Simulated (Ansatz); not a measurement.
# CH8GeSi2: small, medium and large basis sets

How large a basis does CH8GeSi2 need? Two functionals are run in growing sets.

Program: Ansatz 0.2.0, Gaussian basis. Level of theory: one geometry, several basis sets. These are calculated values, not measurements.

Plan: PBE0-D4/def2-SVP; ωB97M-V/def2-SVP; PBE0-D4/def2-QZVPP; ωB97M-V/def2-QZVPP; the functionals' def2-TZVPP values are taken from earlier runs.

## 1. The geometry

An earlier PBE0-D4 in a triple-zeta def2 set relaxation fixed the geometry.

SMILES `[SiH3][GeH]1[CH2][SiH2]1`, 12 atoms, charge 0, spin multiplicity 1.

Atoms are counted from 1 here; the program's logs count them from 0.

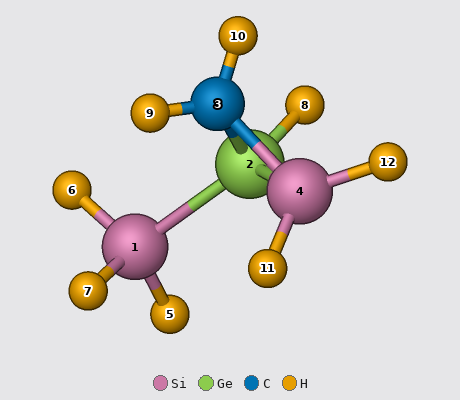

The structure; silicon pink, germanium green, carbon blue, hydrogen amber; atoms are numbered from 1 in the order of the file.

## 2. PBE0-D4 in def2-SVP

Input file in.yaml:

```yaml
crystal:
  periodic: [false, false, false]
  atoms:
    - {symbol: Si, position_ang: [-1.854356, 1.101075, 0.606607]}
    - {symbol: Ge, position_ang: [0.283068, 0.775251, -0.329795]}
    - {symbol: C, position_ang: [1.341534, -0.711832, 0.538216]}
    - {symbol: Si, position_ang: [0.916168, -1.263258, -1.200037]}
    - {symbol: H, position_ang: [-2.751380, 1.800987, -0.349296]}
    - {symbol: H, position_ang: [-1.787964, 1.890002, 1.865904]}
    - {symbol: H, position_ang: [-2.413764, -0.243157, 0.907636]}
    - {symbol: H, position_ang: [1.148264, 2.004384, -0.630514]}
    - {symbol: H, position_ang: [0.853104, -1.211831, 1.370291]}
    - {symbol: H, position_ang: [2.377693, -0.471416, 0.760711]}
    - {symbol: H, position_ang: [-0.068848, -2.361776, -1.337678]}
    - {symbol: H, position_ang: [2.033581, -1.363628, -2.168043]}
basis:
  gaussian: {orbitals: def2-SVP}
hamiltonian: {xc: pbe0, dispersion: d4}
output: {orbitals: {seedname: orbitals}}
```

Launch:

```bash
> ansatz run in.yaml --threads 4 --pin off --events-out ev --progress --plain --max-ram 10444MiB
```

The program printed:

```text
Functional definition: PBE0
  name "PBE0"
  cite "Adamo & Barone, J. Chem. Phys. 110, 6158 (1999) doi:10.1063/1.478522"
  cite "Perdew, Burke & Ernzerhof, Phys. Rev. Lett. 77, 3865 (1996) doi:10.1103/PhysRevLett.77.3865"
  parent pbe
  parameter a = 0.25
  parameter kappa = 0.804
  parameter beta = 0.06672455060314922
  exchange = (1 - a)*pbe_x(kappa = kappa, mu = beta*pi^2/3) + a*exact_x
  correlation = pbe_c(beta = beta)
1207 factors; integrals over basis functions are off by at most 1.3e-3 eV
mean field evaluation 1: about -73406.5212 eV, gradient 4.6e1 eV
mean field evaluation 2: about -73399.4498 eV, gradient 6.4e1 eV
mean field evaluation 4: about -73411.7569 eV, gradient 2.0e0 eV
mean field evaluation 8: about -73411.8304 eV, gradient 9.7e-2 eV
mean field evaluation 16: about -73411.8304 eV, gradient 2.8e-5 eV
mean field -73411.83038927 eV, -2697.8350064797 hartree, gradient 2.8e-5 eV, S^2 0.000000; 0 other end points of the search recorded, 0 dependent functions left out
reference -73411.83042085 eV, -2697.8350076405 hartree; 37, 37 occupied and 85, 85 virtual orbitals, 1207 factors
Total energy: -73412.08180209 eV, -2697.8442457305 hartree
```

It took 1.4 s on 4 threads of Intel Xeon Platinum 8488C, shared host; peak memory 0.3 GiB.

## 3. ωB97M-V in def2-SVP

Edit in.yaml of step 2 so:

```diff
@@ -17,3 +17,3 @@
   gaussian: {orbitals: def2-SVP}
-hamiltonian: {xc: pbe0, dispersion: d4}
+hamiltonian: {xc: {name: wB97M-V}}
 output: {orbitals: {seedname: orbitals}}
```

Same command.

The program printed, shortened:

```text
Functional definition: wB97M-V
  name "wB97M-V"
  cite "Mardirossian & Head-Gordon, J. Chem. Phys. 144, 214110 (2016) doi:10.1063/1.4952647"
  cite "Becke, J. Chem. Phys. 107, 8554 (1997) doi:10.1063/1.475007"
  cite "Vydrov & Van Voorhis, J. Chem. Phys. 133, 244103 (2010) doi:10.1063/1.3521275"
  # Of w^i u^j: cxij and so on, Table III.
[...]
  gx(w, u) = 1 - cx + cx01*u + cx10*w
  gss(w, u) = css00 + css04*u^4 + css10*w + css20*w^2 + css43*w^4*u^3
  gos(w, u) = cos00 + cos10*w + (cos20 + cos21*u)*w^2 + (cos60 + cos61*u)*w^6
[...]
      + integral(e_c_pw_mod_opposite_spin*gos(b97_w_opposite, b97_u_opposite)) + vv10(b, c)
1207 factors; integrals over basis functions are off by at most 1.3e-3 eV
411 factors; integrals over basis functions are off by at most 5.8e-6 eV
[...]
mean field -73421.43026100 eV, -2698.1877952590 hartree, gradient 3.0e-5 eV, S^2 0.000000; 0 other end points of the search recorded, 0 dependent functions left out
reference -73421.43031145 eV, -2698.1877971130 hartree; 37, 37 occupied and 85, 85 virtual orbitals, 1207 factors
Total energy: -73421.43031145 eV, -2698.1877971130 hartree
```

Wall time 4.1 s (4 threads of Intel Xeon Platinum 8488C, shared host); peak memory 0.45 GiB.

## 4. PBE0-D4 in def2-QZVPP

Edit in.yaml of step 3 so:

```diff
@@ -16,4 +16,4 @@
 basis:
-  gaussian: {orbitals: def2-SVP}
-hamiltonian: {xc: {name: wB97M-V}}
+  gaussian: {orbitals: "def2-QZVPP.json"}
+hamiltonian: {xc: pbe0, dispersion: d4}
 output: {orbitals: {seedname: orbitals}}
```

The command is unchanged.

The program printed:

```text
Functional definition: PBE0
  name "PBE0"
  cite "Adamo & Barone, J. Chem. Phys. 110, 6158 (1999) doi:10.1063/1.478522"
  cite "Perdew, Burke & Ernzerhof, Phys. Rev. Lett. 77, 3865 (1996) doi:10.1103/PhysRevLett.77.3865"
  parent pbe
  parameter a = 0.25
  parameter kappa = 0.804
  parameter beta = 0.06672455060314922
  exchange = (1 - a)*pbe_x(kappa = kappa, mu = beta*pi^2/3) + a*exact_x
  correlation = pbe_c(beta = beta)
1989 factors; their error is unknown
mean field evaluation 1: about -73419.3857 eV, gradient 6.0e1 eV
mean field evaluation 2: about -73406.6380 eV, gradient 8.5e1 eV
mean field evaluation 4: about -73427.3588 eV, gradient 4.0e0 eV
mean field evaluation 8: about -73427.3825 eV, gradient 4.7e-2 eV
mean field evaluation 16: about -73427.5332 eV, gradient 7.2e-5 eV
mean field -73427.53319212 eV, -2698.4120738409 hartree, gradient 7.2e-5 eV, S^2 0.000000; 0 other end points of the search recorded, 0 dependent functions left out
reference -73427.53324301 eV, -2698.4120757108 hartree; 37, 37 occupied and 489, 489 virtual orbitals, 1989 factors
Total energy: -73427.78462424 eV, -2698.4213138008 hartree
```

It took 11 s on 4 threads of Intel Xeon Platinum 8488C, shared host; peak memory 2.5 GiB.

## 5. ωB97M-V in def2-QZVPP

Edit in.yaml of step 4 so:

```diff
@@ -17,3 +17,3 @@
   gaussian: {orbitals: "def2-QZVPP.json"}
-hamiltonian: {xc: pbe0, dispersion: d4}
+hamiltonian: {xc: {name: wB97M-V}}
 output: {orbitals: {seedname: orbitals}}
```

The command is unchanged.

The program printed, shortened:

```text
Functional definition: wB97M-V
  name "wB97M-V"
  cite "Mardirossian & Head-Gordon, J. Chem. Phys. 144, 214110 (2016) doi:10.1063/1.4952647"
  cite "Becke, J. Chem. Phys. 107, 8554 (1997) doi:10.1063/1.475007"
  cite "Vydrov & Van Voorhis, J. Chem. Phys. 133, 244103 (2010) doi:10.1063/1.3521275"
  # Of w^i u^j: cxij and so on, Table III.
[...]
  gx(w, u) = 1 - cx + cx01*u + cx10*w
  gss(w, u) = css00 + css04*u^4 + css10*w + css20*w^2 + css43*w^4*u^3
  gos(w, u) = cos00 + cos10*w + (cos20 + cos21*u)*w^2 + (cos60 + cos61*u)*w^6
[...]
      + integral(e_c_pw_mod_opposite_spin*gos(b97_w_opposite, b97_u_opposite)) + vv10(b, c)
1937 factors; their error is unknown
460 factors; integrals over basis functions are off by at most 8.7e-6 eV
[...]
mean field -73437.17076383 eV, -2698.7662480685 hartree, gradient 4.6e-5 eV, S^2 0.000000; 0 other end points of the search recorded, 0 dependent functions left out
reference -73437.17084490 eV, -2698.7662510477 hartree; 37, 37 occupied and 489, 489 virtual orbitals, 1937 factors
Total energy: -73437.17084490 eV, -2698.7662510477 hartree
```

It took 19 s on 4 threads of Intel Xeon Platinum 8488C, shared host; peak memory 3 GiB.

## 6. Density functionals: the series

The def2-TZVPP values come from earlier runs at the same geometry.

| functional | basis | functions | energy (eV) | from the largest (eV) | HOMO (eV) | LUMO (eV) |
| --- | --- | --- | --- | --- | --- | --- |
| PBE0-D4 | def2-SVP | 122 | -73412.0818 | 15.703 | -6.55 | -0.33 |
| PBE0-D4 | def2-TZVPP | 275 | -73425.9777 | 1.807 | -6.55 | -0.51 |
| PBE0-D4 | def2-QZVPP | 526 | -73427.7846 | 0.000 | -6.55 | -0.59 |
| ωB97M-V | def2-SVP | 122 | -73421.4303 | 15.741 | -8.49 | 1.49 |
| ωB97M-V | def2-TZVPP | 275 | -73435.4369 | 1.734 | -8.51 | 1.18 |
| ωB97M-V | def2-QZVPP | 526 | -73437.1708 | 0.000 | -8.51 | 0.94 |

## 7. Outcome

| quantity | value |
| --- | --- |
| PBE0-D4: double and triple zeta above quadruple | 15.70, 1.81 eV |
| ωB97M-V: double and triple zeta above quadruple | 15.74, 1.73 eV |

PBE0-D4 gains 13.90 eV from double to triple zeta, then 1.81 eV more. Total energies overstate the basis error of differences, where much of it tends to cancel. The LUMO of ωB97M-V is positive and keeps falling with the basis (1.49 to 0.94 eV): an unbound level that the basis holds in place.

For PBE0-D4 the largest set took about 8 times as long as the smallest (11 s against 1.4 s).
